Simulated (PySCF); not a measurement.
# BFH₄Si: NMR shifts at several levels of theory

Aim: compute the NMR shifts of BFH₄Si (`FB[SiH3]`) at several levels, and see how far they spread and what each costs.

Programs: PySCF 2.14.0, with density-fitted response routines of our own. Each step states its level of theory. These are calculated values for one molecule in the gas phase, unless marked as measured. Atoms count from 0, in the outputs and in this text.

## (1) Starting geometry

7 atoms, charge 0, multiplicity 1; geometry from: PBE0-D3(BJ)/def2-SVP.

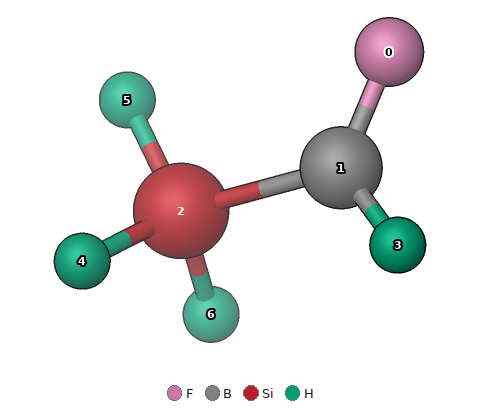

As it starts; fluorine pink, boron grey, silicon red, hydrogen teal, atoms numbered.

## (2) NMR shieldings: PBE0/pcSseg-2

Job settings and geometry (Å):

```
{"job": {"kind": "nmr", "xc": "PBE0", "basis": "pcSseg-2", "pop": false}, "charge": 0, "multiplicity": 1}
F      2.009467     1.075633    -0.152758
B      1.285242    -0.018165    -0.004434
Si    -0.748811     0.075100     0.001228
H      1.899430    -1.059487     0.119925
H     -1.268194    -0.507607     1.279704
H     -1.276121     1.466460    -0.146421
H     -1.276928    -0.765407    -1.120545
```

Level: GIAO PBE0/pcSseg-2 NMR shielding, non-relativistic, gas phase.

Launch:

```sh
OMP_NUM_THREADS=1 python probes_run.py task.json out
```

The driver reads the jobs from task.json and runs them one after another.

The log of the run:

```text
coarse grid: 6280 points
cycle   1  E = -416.3829160171  dE = -6.075e-02  |g| = 4.377e-01  |ddm| = 1.730e+00
cycle   2  E = -416.3330145929  dE =  4.990e-02  |g| = 7.324e-01  |ddm| = 4.848e-01
cycle   3  E = -416.4132269338  dE = -8.021e-02  |g| = 2.383e-02  |ddm| = 3.090e-01
cycle   4  E = -416.4133221537  dE = -9.522e-05  |g| = 5.342e-03  |ddm| = 1.544e-02
cycle   5  E = -416.4133267031  dE = -4.549e-06  |g| = 8.721e-04  |ddm| = 5.010e-03
final grid: 56232 points
cycle   6  E = -416.4176101178  dE = -5.845e-05  |g| = 3.402e-03  |ddm| = 2.421e-02
cycle   7  E = -416.4176097702  dE =  3.476e-07  |g| = 3.687e-03  |ddm| = 4.316e-03
cycle   8  E = -416.4176118840  dE = -2.114e-06  |g| = 7.647e-04  |ddm| = 2.156e-03
cycle   9  E = -416.4176119694  dE = -8.542e-08  |g| = 1.651e-04  |ddm| = 4.273e-04
cycle  10  E = -416.4176119773  dE = -7.902e-09  |g| = 1.562e-05  |ddm| = 1.617e-04
cycle  11  E = -416.4176119774  dE = -4.144e-11  |g| = 2.150e-06  |ddm| = 1.152e-05
converged SCF energy = -416.4176119774

GIAO shielding tensors (ppm)
atom      isotropic    diamagn.    paramagn.     s11        s22        s33       span
  0 F      107.741     465.831    -358.090   -155.766    -45.676    524.665    680.431
  1 B       21.264     192.075    -170.812    -73.032     52.598     84.225    157.257
  2 Si     453.340     879.510    -426.170    437.860    449.208    472.953     35.093
  3 H       24.449      28.468      -4.019     21.029     24.321     27.997      6.968
  4 H       27.653      28.460      -0.807     25.226     25.950     31.784      6.557
  5 H       27.946      28.721      -0.775     25.215     26.081     32.541      7.326
  6 H       27.660      28.463      -0.803     25.245     25.959     31.775      6.530
```

Run time: 11 s. Hardware: 1 thread of Arm Neoverse N1, shared host; peak memory 0.75 GiB.

The references, computed at this level on geometries of the same kind, shield at (ppm): 1H TMS 31.25, 29Si TMS 341.3, 19F CFCl3 175.8, 11B BF3·OEt2 99.1. Their shielding less the atom's gives the shift. The references are single molecules in the gas phase, so shifts against H2O, NH3, PH3, H3PO4 or CFCl3 are not on the usual liquid scales and can be off by tens of ppm. Atoms listed in one row are averaged.

| atoms | environment | σ (ppm) | δ (ppm) |
| --- | --- | --- | --- |
| H3 | hydrogen on a boron bonded to F, Si | 24.45 | 6.80 |
| H4, H5, H6 | hydrogen on a silicon bonded to B | 27.75 | 3.49 |
| F0 | fluorine bonded to B | 107.7 | 68.1 |
| B1 | boron bonded to F, Si, H | 21.3 | 77.8 |
| Si2 | silicon bonded to B, 3 H | 453.3 | -112.1 |

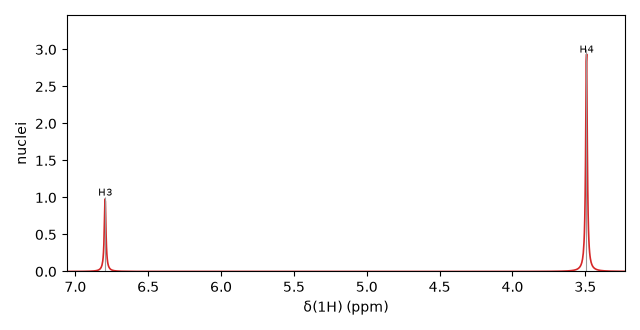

1H lines at the computed shifts, without couplings. Lines are broadened to a width of 0.01 ppm (Lorentzian).

## (3) Shielding tensors: mPW1PW91/pcSseg-2

Same as in step 2 but for these lines:

```diff
@@ -1,2 +1,2 @@
-{"job": {"kind": "nmr", "xc": "PBE0", "basis": "pcSseg-2", "pop": false}, "charge": 0, "multiplicity": 1}
+{"job": {"kind": "nmr", "xc": "mPW1PW91", "basis": "pcSseg-2", "pop": false}, "charge": 0, "multiplicity": 1}
 F      2.009467     1.075633    -0.152758
```

Method: GIAO mPW1PW91/pcSseg-2 NMR shielding, non-relativistic, gas phase.

The log of the run:

```text
coarse grid: 6280 points
cycle   1  E = -416.6223222854  dE = -6.099e-02  |g| = 4.538e-01  |ddm| = 1.727e+00
cycle   2  E = -416.5683546033  dE =  5.397e-02  |g| = 7.609e-01  |ddm| = 4.982e-01
cycle   3  E = -416.6546740647  dE = -8.632e-02  |g| = 2.372e-02  |ddm| = 3.200e-01
cycle   4  E = -416.6547740353  dE = -9.997e-05  |g| = 5.467e-03  |ddm| = 1.654e-02
cycle   5  E = -416.6547791318  dE = -5.097e-06  |g| = 9.404e-04  |ddm| = 5.280e-03
final grid: 56232 points
cycle   6  E = -416.6577492078  dE = -5.492e-05  |g| = 3.094e-03  |ddm| = 2.462e-02
cycle   7  E = -416.6577489844  dE =  2.234e-07  |g| = 3.341e-03  |ddm| = 3.920e-03
cycle   8  E = -416.6577507458  dE = -1.761e-06  |g| = 6.888e-04  |ddm| = 1.979e-03
cycle   9  E = -416.6577508146  dE = -6.879e-08  |g| = 1.650e-04  |ddm| = 3.966e-04
cycle  10  E = -416.6577508220  dE = -7.459e-09  |g| = 1.004e-05  |ddm| = 1.505e-04
cycle  11  E = -416.6577508220  dE = -2.365e-11  |g| = 2.392e-06  |ddm| = 1.042e-05
converged SCF energy = -416.6577508220

GIAO shielding tensors (ppm)
atom      isotropic    diamagn.    paramagn.     s11        s22        s33       span
  0 F      111.694     465.806    -354.113   -148.053    -41.379    524.514    672.567
  1 B       21.981     192.222    -170.242    -71.231     53.017     84.155    155.386
  2 Si     450.937     879.631    -428.695    435.295    447.226    470.289     34.994
  3 H       24.557      28.516      -3.959     21.195     24.422     28.053      6.858
  4 H       27.719      28.553      -0.834     25.307     26.023     31.827      6.520
  5 H       28.006      28.800      -0.794     25.287     26.160     32.570      7.283
  6 H       27.725      28.556      -0.831     25.325     26.033     31.818      6.493
```

It took 11 s on 1 thread of Arm Neoverse N1, shared host; peak memory 0.75 GiB.

Key values: δ F0 65.5, B1 77.1, Si2 -110.9, H3 6.74, H4 3.48 ppm (means over like atoms).

## (4) Shielding tensors: WP04/pcSseg-2

Same as in step 3 but for these lines:

```diff
@@ -1,2 +1,2 @@
-{"job": {"kind": "nmr", "xc": "mPW1PW91", "basis": "pcSseg-2", "pop": false}, "charge": 0, "multiplicity": 1}
+{"job": {"kind": "nmr", "xc": "WP04", "basis": "pcSseg-2", "pop": false}, "charge": 0, "multiplicity": 1}
 F      2.009467     1.075633    -0.152758
```

Method: GIAO WP04/pcSseg-2 NMR shielding, non-relativistic, gas phase.

The log of the run:

```text
coarse grid: 6280 points
cycle   1  E = -422.4186117622  dE = -6.231e-02  |g| = 7.682e-01  |ddm| = 1.731e+00
cycle   2  E = -422.1678739526  dE =  2.507e-01  |g| = 1.472e+00  |ddm| = 8.891e-01
cycle   3  E = -422.4989295705  dE = -3.311e-01  |g| = 9.453e-02  |ddm| = 6.574e-01
cycle   4  E = -422.5006907922  dE = -1.761e-03  |g| = 2.183e-02  |ddm| = 6.846e-02
cycle   5  E = -422.5007920854  dE = -1.013e-04  |g| = 4.957e-03  |ddm| = 2.181e-02
cycle   6  E = -422.5007979229  dE = -5.837e-06  |g| = 1.003e-03  |ddm| = 4.745e-03
final grid: 56232 points
cycle   7  E = -422.5045054589  dE = -9.356e-05  |g| = 3.650e-03  |ddm| = 3.150e-02
cycle   8  E = -422.5045050707  dE =  3.882e-07  |g| = 3.846e-03  |ddm| = 4.384e-03
cycle   9  E = -422.5045073659  dE = -2.295e-06  |g| = 1.040e-03  |ddm| = 2.329e-03
cycle  10  E = -422.5045075081  dE = -1.422e-07  |g| = 2.755e-04  |ddm| = 5.467e-04
cycle  11  E = -422.5045075285  dE = -2.034e-08  |g| = 2.277e-05  |ddm| = 2.467e-04
cycle  12  E = -422.5045075286  dE = -1.472e-10  |g| = 6.805e-06  |ddm| = 2.866e-05
converged SCF energy = -422.5045075286

GIAO shielding tensors (ppm)
atom      isotropic    diamagn.    paramagn.     s11        s22        s33       span
  0 F      154.907     468.524    -313.617    -66.680     16.757    514.646    581.326
  1 B       20.046     192.628    -172.582    -68.241     51.044     77.337    145.578
  2 Si     425.335     881.183    -455.848    409.136    425.427    441.443     32.306
  3 H       25.704      29.304      -3.600     22.885     25.540     28.686      5.801
  4 H       28.477      29.396      -0.919     26.247     26.870     32.313      6.066
  5 H       28.715      29.551      -0.836     26.173     27.062     32.911      6.739
  6 H       28.482      29.403      -0.921     26.266     26.877     32.303      6.037
```

Run time: 11 s. Hardware: 1 thread of Arm Neoverse N1, shared host; peak memory 0.74 GiB.

In short: δ F0 22.4, B1 74.1, Si2 -97.3, H3 5.91, H4 3.05 ppm (means over like atoms).

## (5) NMR shieldings: B97-2/pcSseg-2

Same as in step 4 but for these lines:

```diff
@@ -1,2 +1,2 @@
-{"job": {"kind": "nmr", "xc": "WP04", "basis": "pcSseg-2", "pop": false}, "charge": 0, "multiplicity": 1}
+{"job": {"kind": "nmr", "xc": "B97-2", "basis": "pcSseg-2", "pop": false}, "charge": 0, "multiplicity": 1}
 F      2.009467     1.075633    -0.152758
```

With the program's defaults for keys left out, this is: GIAO B97-2/pcSseg-2 NMR shielding, non-relativistic, gas phase.

The log of the run:

```text
coarse grid: 6280 points
cycle   1  E = -416.6174977029  dE = -5.972e-02  |g| = 4.776e-01  |ddm| = 1.736e+00
cycle   2  E = -416.5485607966  dE =  6.894e-02  |g| = 8.309e-01  |ddm| = 5.476e-01
cycle   3  E = -416.6530808783  dE = -1.045e-01  |g| = 2.530e-02  |ddm| = 3.601e-01
cycle   4  E = -416.6532163349  dE = -1.355e-04  |g| = 6.101e-03  |ddm| = 2.076e-02
cycle   5  E = -416.6532254614  dE = -9.127e-06  |g| = 1.320e-03  |ddm| = 6.809e-03
final grid: 56232 points
cycle   6  E = -416.6539299470  dE = -7.065e-05  |g| = 9.519e-03  |ddm| = 2.776e-02
cycle   7  E = -416.6539148999  dE =  1.505e-05  |g| = 1.374e-02  |ddm| = 9.806e-03
cycle   8  E = -416.6539420284  dE = -2.713e-05  |g| = 1.019e-03  |ddm| = 5.770e-03
cycle   9  E = -416.6539422071  dE = -1.787e-07  |g| = 2.195e-04  |ddm| = 7.540e-04
cycle  10  E = -416.6539422219  dE = -1.475e-08  |g| = 2.533e-05  |ddm| = 2.399e-04
cycle  11  E = -416.6539422220  dE = -1.071e-10  |g| = 3.973e-06  |ddm| = 1.791e-05
converged SCF energy = -416.6539422220

GIAO shielding tensors (ppm)
atom      isotropic    diamagn.    paramagn.     s11        s22        s33       span
  0 F      123.329     466.230    -342.901   -126.157    -25.653    521.797    647.954
  1 B       26.533     192.226    -165.692    -61.390     56.185     84.804    146.194
  2 Si     456.338     879.749    -423.411    440.776    453.011    475.227     34.451
  3 H       24.725      28.616      -3.891     21.508     24.537     28.130      6.621
  4 H       27.837      28.695      -0.858     25.456     26.152     31.903      6.447
  5 H       28.123      28.954      -0.832     25.438     26.290     32.640      7.202
  6 H       27.842      28.699      -0.856     25.474     26.161     31.892      6.418
```

Run time: 11 s. Hardware: 1 thread of Arm Neoverse N1, shared host; peak memory 0.75 GiB.

This run: δ F0 54.1, B1 73.6, Si2 -108.7, H3 6.63, H4 3.43 ppm (means over like atoms).

## (6) Nuclear shieldings: BHandHLYP/pcSseg-2

Same as in step 5 but for these lines:

```diff
@@ -1,2 +1,2 @@
-{"job": {"kind": "nmr", "xc": "B97-2", "basis": "pcSseg-2", "pop": false}, "charge": 0, "multiplicity": 1}
+{"job": {"kind": "nmr", "xc": "BHandHLYP", "basis": "pcSseg-2", "pop": false}, "charge": 0, "multiplicity": 1}
 F      2.009467     1.075633    -0.152758
```

Method: GIAO BHandHLYP/pcSseg-2 NMR shielding, non-relativistic, gas phase.

The log of the run:

```text
coarse grid: 6280 points
cycle   1  E = -416.5877193565  dE = -7.729e-02  |g| = 4.632e-01  |ddm| = 1.691e+00
cycle   2  E = -416.5812384000  dE =  6.481e-03  |g| = 5.668e-01  |ddm| = 4.103e-01
cycle   3  E = -416.6277835529  dE = -4.655e-02  |g| = 2.661e-02  |ddm| = 2.171e-01
cycle   4  E = -416.6279865184  dE = -2.030e-04  |g| = 9.373e-03  |ddm| = 3.709e-02
cycle   5  E = -416.6280079441  dE = -2.143e-05  |g| = 9.995e-04  |ddm| = 1.008e-02
cycle   6  E = -416.6280083515  dE = -4.074e-07  |g| = 2.513e-04  |ddm| = 1.402e-03
final grid: 56232 points
cycle   7  E = -416.6296961922  dE = -2.165e-05  |g| = 1.624e-03  |ddm| = 1.487e-02
cycle   8  E = -416.6296963060  dE = -1.139e-07  |g| = 1.268e-03  |ddm| = 1.435e-03
cycle   9  E = -416.6296965133  dE = -2.072e-07  |g| = 3.200e-04  |ddm| = 5.417e-04
cycle  10  E = -416.6296965271  dE = -1.380e-08  |g| = 6.202e-05  |ddm| = 1.491e-04
cycle  11  E = -416.6296965277  dE = -5.811e-10  |g| = 4.344e-06  |ddm| = 3.926e-05
converged SCF energy = -416.6296965277

GIAO shielding tensors (ppm)
atom      isotropic    diamagn.    paramagn.     s11        s22        s33       span
  0 F      144.883     466.773    -321.890    -95.176      0.995    528.831    624.007
  1 B       27.027     191.345    -164.318    -66.024     60.077     87.027    153.051
  2 Si     452.162     877.737    -425.575    435.170    450.362    470.955     35.785
  3 H       25.056      28.707      -3.651     21.967     24.757     28.444      6.477
  4 H       27.977      28.535      -0.558     25.570     26.255     32.108      6.538
  5 H       28.227      28.743      -0.516     25.480     26.428     32.773      7.292
  6 H       27.986      28.539      -0.554     25.590     26.267     32.100      6.510
```

Wall time 10 s (1 thread of Arm Neoverse N1, shared host); peak memory 0.74 GiB.

Key values: δ F0 57.1, B1 76.5, Si2 -106.4, H3 6.39, H4 3.39 ppm (means over like atoms).

[end of part 1 of 2]
